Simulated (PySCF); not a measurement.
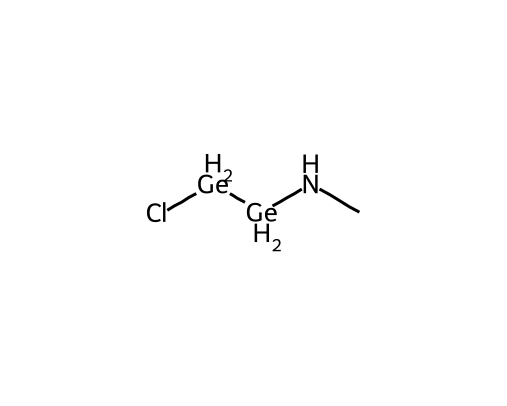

Structural formula above. The computed structure is the end point of a GFN2-xTB optimisation. No frequency run is at hand to confirm it as a minimum.

Describe the 3D structure.

The molecule is CH₈ClGe₂N. Its SMILES string is `C[NH][GeH2][GeH2][Cl]`. This geometry has C1 symmetry. Coordination, clear cases only: 1 C tetrahedral; 2 Ge tetrahedral.

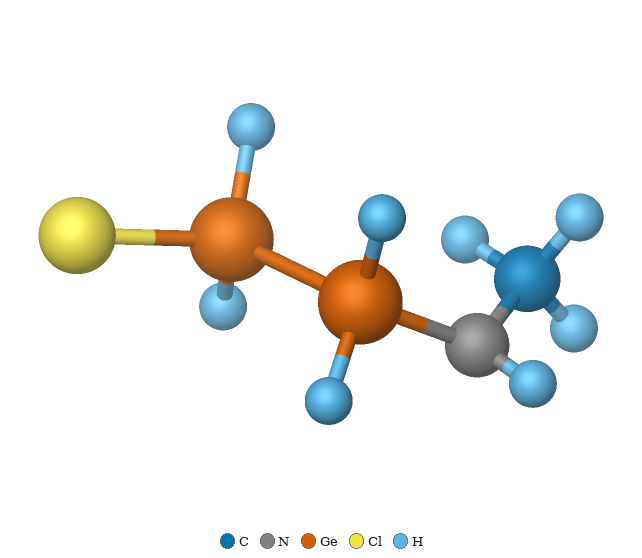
